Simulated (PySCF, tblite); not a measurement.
**C₃H₅F₃O₂Si: geometry, infrared bands and NMR shifts**

Wanted: the infrared bands and NMR shifts of C₃H₅F₃O₂Si (`O=C(CC(F)(F)F)O[SiH3]`), by calculation.

Computed with tblite 0.8.0 and PySCF 2.14.0, with density-fitted response routines of our own, on a single molecule in the gas phase. Atoms are numbered from 0 throughout.

### 1 The starting structure

14 atoms, charge 0, multiplicity 1; geometry from: force field or distance geometry start.

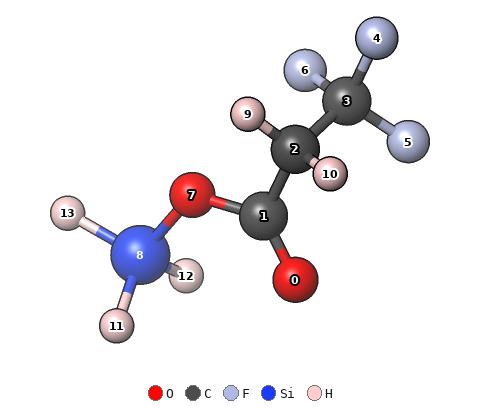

As it starts; oxygen red, carbon dark grey, fluorine light blue, silicon blue, hydrogen pink, atoms numbered; sticks join atoms by distance.

### 2 Relaxing the molecule with GFN2-xTB

The job: settings as JSON, then the geometry in Å.

```
{"job": {"kind": "relax", "xc": "GFN2-xTB", "basis": "xTB"}, "charge": 0, "multiplicity": 1}
O      0.119200     0.922500    -1.549200
C      0.024400     0.579100    -0.388900
C     -1.206600     0.700900     0.433000
C     -1.997200    -0.550500     0.253100
F     -3.133800    -0.498600     1.004500
F     -2.366800    -0.771900    -1.020600
F     -1.307300    -1.635300     0.683900
O      1.035000     0.046900     0.367500
Si     2.551900    -0.245700    -0.235100
H     -0.969900     0.888700     1.483800
H     -1.782200     1.572500     0.075000
H      3.172800     1.031000    -0.651500
H      2.479200    -1.207900    -1.348500
H      3.380700    -0.832300     0.840900
```

The run is started by

```bash
$ OMP_NUM_THREADS=1 python probes_run.py task.json out
```

The driver reads the jobs from task.json and runs them one after another.

Standard output:

```text
step      E/eV     max force
  0    -900.77029    2.277
  1    -900.88744    2.179
  2    -900.92322    1.211
  3    -900.95361    0.467
  4    -900.97718    0.341
  5    -900.98657    0.325
  6    -900.99695    0.239
  7    -901.00513    0.215
  8    -901.01141    0.193
  9    -901.01599    0.172
 10    -901.01968    0.166
 11    -901.02288    0.132
 12    -901.02556    0.118
 13    -901.02734    0.090
 14    -901.02839    0.080
 15    -901.02896    0.062
 16    -901.02926    0.044
 17    -901.02944    0.030
 18    -901.02956    0.026
 19    -901.02967    0.029
 20    -901.02979    0.039
 21    -901.02991    0.032
 22    -901.02997    0.022
 23    -901.03001    0.017
 24    -901.03004    0.020
 25    -901.03010    0.028
 26    -901.03020    0.033
 27    -901.03032    0.032
 28    -901.03046    0.033
 29    -901.03058    0.034
 30    -901.03071    0.035
 31    -901.03082    0.033
 32    -901.03090    0.020
 33    -901.03095    0.019
 34    -901.03101    0.023
 35    -901.03110    0.037
 36    -901.03123    0.042
 37    -901.03138    0.035
 38    -901.03152    0.030
 39    -901.03162    0.026
 40    -901.03173    0.042
 41    -901.03190    0.052
 42    -901.03215    0.050
 43    -901.03245    0.054
 44    -901.03274    0.050
 45    -901.03295    0.033
 46    -901.03307    0.028
 47    -901.03319    0.028
 48    -901.03332    0.033
 49    -901.03343    0.044
 50    -901.03347    0.092
 51    -901.03359    0.028
 52    -901.03367    0.021
 53    -901.03379    0.020
 54    -901.03385    0.019
 55    -901.03390    0.020
 56    -901.03396    0.018
 57    -901.03402    0.024
 58    -901.03408    0.025
 59    -901.03413    0.022
 60    -901.03418    0.022
 61    -901.03425    0.024
 62    -901.03436    0.025
 63    -901.03448    0.037
 64    -901.03458    0.037
 65    -901.03467    0.026
 66    -901.03476    0.029
 67    -901.03490    0.033
 68    -901.03507    0.046
 69    -901.03526    0.066
 70    -901.03543    0.065
 71    -901.03557    0.045
 72    -901.03570    0.032
 73    -901.03584    0.033
 74    -901.03597    0.036
 75    -901.03611    0.036
 76    -901.03623    0.024
 77    -901.03636    0.032
 78    -901.03644    0.027
 79    -901.03650    0.020
 80    -901.03655    0.018
 81    -901.03658    0.015
 82    -901.03661    0.013
 83    -901.03663    0.011
 84    -901.03665    0.014
 85    -901.03668    0.021
 86    -901.03673    0.027
 87    -901.03682    0.030
 88    -901.03695    0.031
 89    -901.03709    0.027
 90    -901.03720    0.032
 91    -901.03730    0.034
 92    -901.03747    0.040
 93    -901.03784    0.056
 94    -901.03831    0.156
 95    -901.03938    0.065
 96    -901.03981    0.166
 97    -901.03965    0.237
 98    -901.03861    0.391
 99    -901.04092    0.059
100    -901.04119    0.074
101    -901.04163    0.089
102    -901.04249    0.078
103    -901.04220    0.155
104    -901.04293    0.067
105    -901.04307    0.042
106    -901.04316    0.020
107    -901.04329    0.052
108    -901.04343    0.044
109    -901.04373    0.056
110    -901.04394    0.067
111    -901.04418    0.054
112    -901.04438    0.036
113    -901.04431    0.080
114    -901.04456    0.034
115    -901.04466    0.029
116    -901.04514    0.035
117    -901.04531    0.039
118    -901.04549    0.040
119    -901.04559    0.019
120    -901.04565    0.035
121    -901.04570    0.019
122    -901.04575    0.024
123    -901.04578    0.019
124    -901.04580    0.015
125    -901.04583    0.021
126    -901.04586    0.022
127    -901.04593    0.026
128    -901.04601    0.022
129    -901.04609    0.021
130    -901.04615    0.024
131    -901.04622    0.030
132    -901.04629    0.019
133    -901.04638    0.053
134    -901.04646    0.024
135    -901.04654    0.021
136    -901.04661    0.025
137    -901.04668    0.027
138    -901.04683    0.028
139    -901.04699    0.033
140    -901.04716    0.033
141    -901.04732    0.029
142    -901.04746    0.041
143    -901.04755    0.058
144    -901.04776    0.039
145    -901.04795    0.040
146    -901.04816    0.022
147    -901.04827    0.019
148    -901.04833    0.014
149    -901.04835    0.018
150    -901.04838    0.013
151    -901.04842    0.014
152    -901.04848    0.017
153    -901.04850    0.011
154    -901.04852    0.011
155    -901.04855    0.011
156    -901.04857    0.012
157    -901.04860    0.012
158    -901.04864    0.015
159    -901.04869    0.017
160    -901.04872    0.016
161    -901.04877    0.015
162    -901.04881    0.016
163    -901.04888    0.025
164    -901.04891    0.015
165    -901.04892    0.028
166    -901.04893    0.025
167    -901.04894    0.012
168    -901.04895    0.011
169    -901.04896    0.007
```

Wall time 2.3 s (1 thread of Intel Xeon at 2.50GHz, shared host); peak memory 0.18 GiB.

The steps of the relaxation: (not every step is listed)

| step | energy from step 0 (eV) | largest force (eV/Å) |
| --- | --- | --- |
| 0 | 0.0000 | 2.2769 |
| 1 | -0.1171 | 2.1791 |
| 2 | -0.1529 | 1.2109 |
| 3 | -0.1833 | 0.4675 |
| 4 | -0.2069 | 0.3413 |
| 5 | -0.2163 | 0.3247 |
| 6 | -0.2267 | 0.2387 |
| 7 | -0.2348 | 0.2150 |
| 8 | -0.2411 | 0.1925 |
| 23 | -0.2597 | 0.0167 |
| 38 | -0.2612 | 0.0298 |
| 53 | -0.2635 | 0.0200 |
| 68 | -0.2648 | 0.0459 |
| 83 | -0.2663 | 0.0114 |
| 98 | -0.2683 | 0.3911 |
| 113 | -0.2740 | 0.0796 |
| 128 | -0.2757 | 0.0218 |
| 143 | -0.2773 | 0.0576 |
| 158 | -0.2783 | 0.0153 |
| 164 | -0.2786 | 0.0147 |
| 165 | -0.2786 | 0.0284 |
| 166 | -0.2786 | 0.0248 |
| 167 | -0.2786 | 0.0122 |
| 168 | -0.2787 | 0.0113 |
| 169 | -0.2787 | 0.0071 |

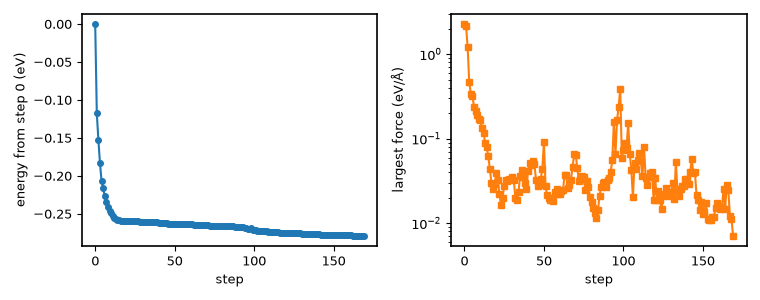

Energy and force, step by step.

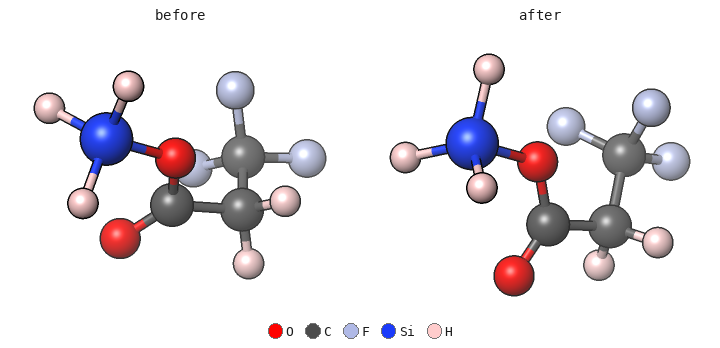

The geometry before (left) and after (right).

Close pairs (by a distance rule), those that changed most:

| bond | before (Å) | after (Å) | change (Å) |
| --- | --- | --- | --- |
| C1–O7 | 1.370 | 1.308 | -0.062 |
| C1–C2 | 1.485 | 1.531 | +0.045 |
| Si8–H13 | 1.479 | 1.453 | -0.026 |
| C2–C3 | 1.491 | 1.516 | +0.025 |
| Si8–H11 | 1.479 | 1.458 | -0.022 |
| C3–F6 | 1.356 | 1.336 | -0.019 |
| O7–Si8 | 1.658 | 1.677 | +0.019 |
| C3–F4 | 1.364 | 1.345 | -0.018 |

The final coordinates are the input of the step that follows.

### 3 Harmonic vibrations with GFN2-xTB

The job: settings as JSON, then the geometry in Å.

```
{"job": {"kind": "ir", "xc": "GFN2-xTB", "basis": "xTB"}, "charge": 0, "multiplicity": 1}
O      0.490875     1.713582    -1.058156
C      0.111400     0.828933    -0.344930
C     -1.309543     0.783473     0.222144
C     -1.765729    -0.625037     0.549704
F     -3.079105    -0.648673     0.839015
F     -1.591825    -1.474459    -0.469706
F     -1.142657    -1.148561     1.609815
O      0.852095    -0.177658     0.041340
Si     2.437845    -0.409764    -0.453333
H     -1.342385     1.377009     1.139235
H     -1.996772     1.222841    -0.503326
H      3.213572     0.747042    -0.023110
H      2.432812    -0.563112    -1.901937
H      2.688739    -1.626088     0.301210
```

Standard output:

```text
mode    cm-1     km/mol
  1      11.3      5.80
  2      51.4      0.16
  3      68.6      1.69
  4      93.5      2.59
  5     122.2      5.16
  6     149.7      7.09
  7     263.8      3.55
  8     320.4      1.84
  9     369.4      6.53
 10     469.8      8.55
 11     472.7     10.63
 12     545.5     10.01
 13     582.9     19.09
 14     607.4     72.87
 15     626.5     51.34
 16     636.7     47.88
 17     733.6    197.65
 18     762.5    253.92
 19     769.1    181.07
 20     794.8    252.57
 21     844.7     18.04
 22     893.8     10.36
 23     957.9     20.32
 24    1033.9    166.86
 25    1048.3    205.05
 26    1167.4    178.38
 27    1174.8    127.22
 28    1245.9    644.32
 29    1283.2    128.28
 30    1397.3     21.22
 31    1780.5    437.10
 32    2313.3    293.09
 33    2327.0    134.96
 34    2362.4    211.39
 35    2980.1      1.13
 36    3001.3      0.52
```

Run time: 1.4 s. Hardware: 1 thread of Intel Xeon at 2.50GHz, shared host; peak memory 0.18 GiB.

The strongest bands and the atoms that carry them (share of the mass-weighted mode):

| cm⁻¹ | km/mol | atoms |
| --- | --- | --- |
| 734 | 197.7 | H13 59 %, H12 22 %, H11 14 % |
| 762 | 253.9 | O7 46 %, H13 12 %, Si8 12 %, O0 11 % |
| 795 | 252.6 | H11 33 %, H12 32 %, H13 24 % |
| 1048 | 205.1 | C3 67 %, F4 21 % |
| 1246 | 644.3 | C1 44 %, O7 22 %, C2 15 % |
| 1780 | 437.1 | C1 62 %, O0 37 % |
| 2313 | 293.1 | H11 80 %, H12 16 % |
| 2362 | 211.4 | H13 97 % |

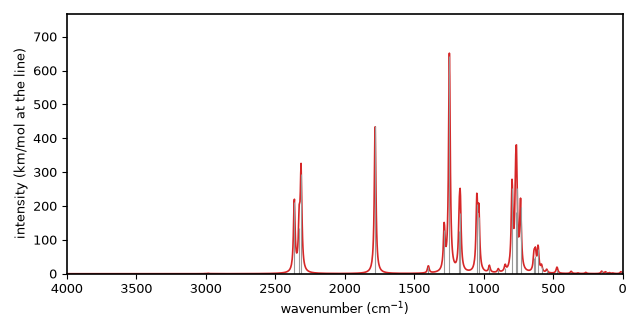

The infrared spectrum from these modes, unscaled. Lines are broadened to a width of 14 cm⁻¹ (Lorentzian).

### 4 NMR shieldings: PBE0/pcSseg-1

Same as in step 3 but for these lines:

```diff
@@ -1,2 +1,2 @@
-{"job": {"kind": "ir", "xc": "GFN2-xTB", "basis": "xTB"}, "charge": 0, "multiplicity": 1}
+{"job": {"kind": "nmr", "xc": "PBE0", "basis": "pcSseg-1"}, "charge": 0, "multiplicity": 1}
 O      0.490875     1.713582    -1.058156
```

With the program's defaults for keys left out, this is: GIAO PBE0/pcSseg-1 NMR shielding, non-relativistic, gas phase.

Standard output:

```text
coarse grid: 13416 points
cycle   1  E = -855.7303972406  dE =  1.571e+00  |g| = 1.256e+00  |ddm| = 3.366e+00
cycle   2  E = -855.2461435326  dE =  4.843e-01  |g| = 2.110e+00  |ddm| = 2.054e+00
cycle   3  E = -855.9846501686  dE = -7.385e-01  |g| = 3.255e-01  |ddm| = 1.494e+00
cycle   4  E = -856.0027216703  dE = -1.807e-02  |g| = 1.027e-01  |ddm| = 2.654e-01
cycle   5  E = -856.0043707262  dE = -1.649e-03  |g| = 2.605e-02  |ddm| = 6.810e-02
cycle   6  E = -856.0045107835  dE = -1.401e-04  |g| = 5.302e-03  |ddm| = 2.049e-02
cycle   7  E = -856.0045158725  dE = -5.089e-06  |g| = 1.633e-03  |ddm| = 4.083e-03
final grid: 129640 points
cycle   8  E = -856.0958626303  dE = -2.729e-05  |g| = 1.275e-02  |ddm| = 2.011e-02
cycle   9  E = -856.0958116251  dE =  5.101e-05  |g| = 2.130e-02  |ddm| = 1.998e-02
cycle  10  E = -856.0958893457  dE = -7.772e-05  |g| = 2.447e-03  |ddm| = 1.318e-02
cycle  11  E = -856.0958903817  dE = -1.036e-06  |g| = 3.661e-04  |ddm| = 1.676e-03
cycle  12  E = -856.0958904036  dE = -2.190e-08  |g| = 9.659e-05  |ddm| = 2.908e-04
cycle  13  E = -856.0958904055  dE = -1.893e-09  |g| = 2.529e-05  |ddm| = 8.802e-05
cycle  14  E = -856.0958904056  dE = -1.121e-10  |g| = 7.185e-06  |ddm| = 1.807e-05
converged SCF energy = -856.0958904056

GIAO shielding tensors (ppm)
atom      isotropic    diamagn.    paramagn.     s11        s22        s33       span
  0 O     -124.311     401.533    -525.844   -387.480   -249.753    264.301    651.781
  1 C       16.703     249.349    -232.646    -83.337     56.431     77.015    160.352
  2 C      141.293     252.433    -111.140    118.631    139.926    165.322     46.692
  3 C       53.772     240.178    -186.406     52.322     53.946     55.049      2.727
  4 F      247.983     468.974    -220.991    161.865    241.480    340.605    178.741
  5 F      254.916     476.306    -221.391    173.983    253.341    337.423    163.441
  6 F      249.632     475.402    -225.771    166.358    248.192    334.344    167.986
  7 O      145.694     402.934    -257.240      3.160    202.271    231.651    228.491
  8 Si     385.648     880.412    -494.764    357.501    360.758    438.685     81.184
  9 H       28.465      28.378       0.087     25.630     27.716     32.049      6.419
 10 H       28.595      28.698      -0.103     24.430     28.777     32.577      8.147
 11 H       26.664      29.182      -2.518     23.323     25.010     31.658      8.335
 12 H       26.695      29.448      -2.753     23.349     25.169     31.566      8.217
 13 H       27.024      29.854      -2.830     23.194     26.342     31.536      8.342
```

Run time: 88 s. Hardware: 1 thread of Intel Xeon at 2.50GHz, shared host; peak memory 0.82 GiB.

Shifts follow as δ = σ(reference) − σ, with reference shieldings (ppm) from runs at the same level and on the same kind of geometry: 1H TMS 31.72, 13C TMS 186.9, 29Si TMS 349.2, 19F CFCl3 170.9, 17O H2O 336.1. The references are single molecules in the gas phase, so shifts against H2O, NH3, PH3, H3PO4 or CFCl3 are not on the usual liquid scales and can be off by tens of ppm. Atoms listed in one row are averaged.

| atoms | environment | σ (ppm) | δ (ppm) | δ scaled to CDCl3 |
| --- | --- | --- | --- | --- |
| C1 | carbonyl carbon | 16.7 | 170.2 | 164.2 |
| C3 | CF3 carbon | 53.8 | 133.2 | 128.0 |
| C2 | sp3 CH2 α to a carbonyl | 141.3 | 45.6 | 42.6 |
| H11, H12, H13 | hydrogen on a silicon bonded to O | 26.79 | 4.92 | – |
| H9, H10 | hydrogen on an sp3 CH2 α to a carbonyl | 28.53 | 3.19 | 3.11 |
| O0 | carbonyl oxygen | -124.3 | 460.4 | – |
| O7 | oxygen bonded to C, Si | 145.7 | 190.4 | – |
| F4, F5, F6 | fluorine of a CF3 group | 250.8 | -79.9 | – |
| Si8 | silicon bonded to O, 3 H | 385.6 | -36.5 | – |

The scaled column applies a straight-line fit of computed shieldings to shifts measured in CDCl3, and one for carbons that bear F (root-mean-square error 0.16 ppm for H, 1.9 ppm for C).

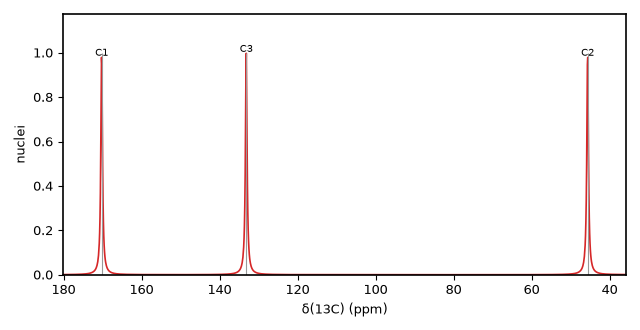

13C lines at the computed shifts, without couplings. Lines are broadened to a width of 0.50 ppm (Lorentzian).

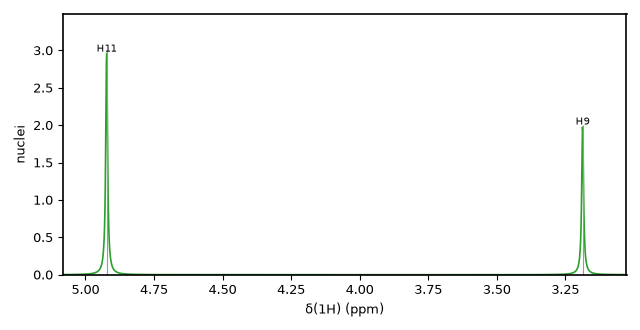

1H lines at the computed shifts, without couplings. Lines are broadened to a width of 0.01 ppm (Lorentzian).

Charges from the same density, by scheme (e):

| atoms | Mulliken | IAO | Hirshfeld | ESP fit |
| --- | --- | --- | --- | --- |
| O0 | -0.40 | -0.45 | -0.25 | -0.56 |
| C1 | 0.49 | 0.54 | 0.22 | 0.87 |
| C2 | -0.29 | -0.36 | -0.10 | -0.68 |
| C3 | 0.78 | 0.81 | 0.26 | 0.71 |
| F4, F5, F6 | -0.27 | -0.28 | -0.10 | -0.22 |
| O7 | -0.58 | -0.57 | -0.18 | -0.45 |
| Si8 | 0.68 | 0.85 | 0.40 | 0.56 |

Mulliken charges:

O0 -0.40; C1 0.49; C2 -0.29; C3 0.78; F4 -0.27; F5 -0.27; F6 -0.26; O7 -0.58; Si8 0.68; H9 0.18; H10 0.18; H11 -0.08; H12 -0.08; H13 -0.09

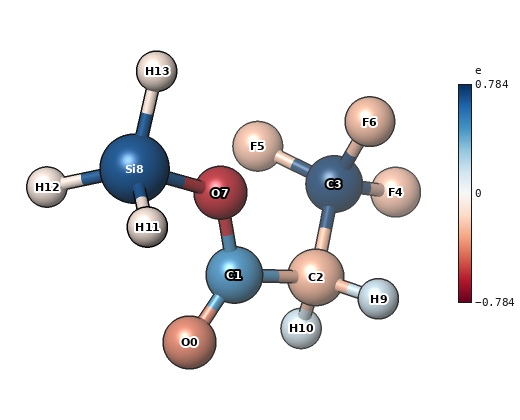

Mulliken charges, as colours on the atoms.

Mayer bond orders: O0–C1 1.96, C1–C2 0.95, C2–C3 1.02, C3–F4 0.99, C3–F5 1.01, C3–F6 1.00, C1–O7 1.11, O7–Si8 0.80.

The fields below are evaluated on a grid from the run's orbitals.

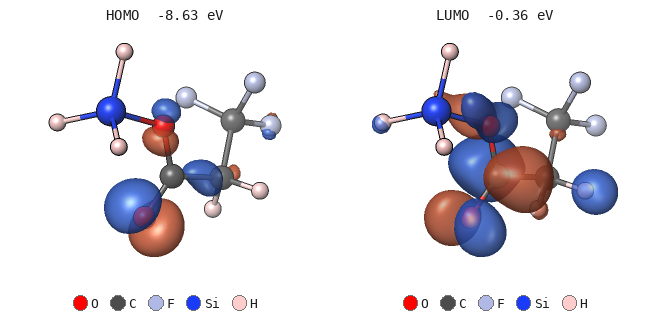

PBE0/pcSseg-1 orbitals near the gap, drawn at the value that encloses 70 % of each; the two colours are the two signs.

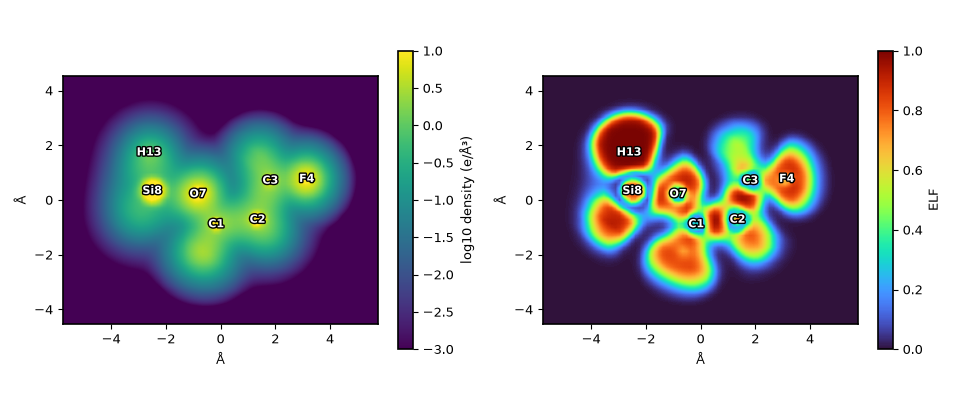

Density (left) and ELF (right) in a plane through or near 7 of the atoms.

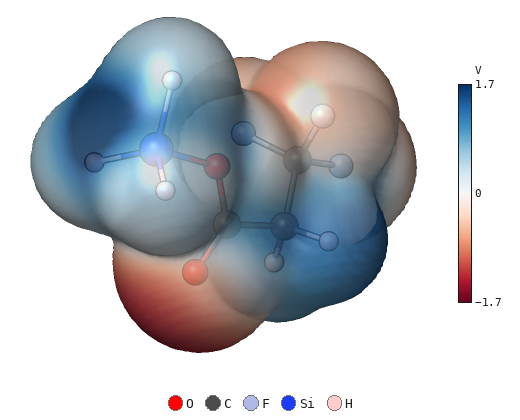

Electrostatic potential on the surface of density 0.002 e/bohr³; red is low, blue high. It runs from -1.33 V near O0 to 1.70 V near Si8.

### 5 Results

```
                                                                 quantity                   value
                                strongest single infrared mode (GFN2-xTB)   1246 cm⁻¹, 644 km/mol
                                             zero-point energy (GFN2-xTB)           49.0 kcal/mol
                                   13C shifts against TMS (PBE0/pcSseg-1)  170.2, 133.2, 45.6 ppm
   1H shifts against TMS (PBE0/pcSseg-1, means over atoms taken as alike)          4.92, 3.19 ppm
                                   17O shifts against H2O (PBE0/pcSseg-1)        460.4, 190.4 ppm
19F shifts against CFCl3 (PBE0/pcSseg-1, means over atoms taken as alike)               -79.9 ppm
                                  29Si shifts against TMS (PBE0/pcSseg-1)               -36.5 ppm
                                    surface potential, least and greatest      -1.33 V and 1.70 V
```

What this shows: The optimisation took 169 steps and gained 0.279 eV; among the close pairs (by a distance rule), C1–O7 changed most, from 1.370 to 1.308 Å. All 36 modes are real, so the xTB geometry is a minimum. The strongest single mode, at 1246 cm⁻¹, is carried by C1, O7, C2. Unscaled tight-binding wavenumbers are off by several per cent, some by more. Its intensities can rank the bands wrongly. At PBE0/pcSseg-1: Shielding is most anisotropic at O0 (span 652 ppm, paramagnetic term -526 ppm). At PBE0/pcSseg-1, counted by nearest atom on the grid, the HOMO lies on O0 72 %; O7 10 %, the LUMO on C1 42 %; O0 25 %.
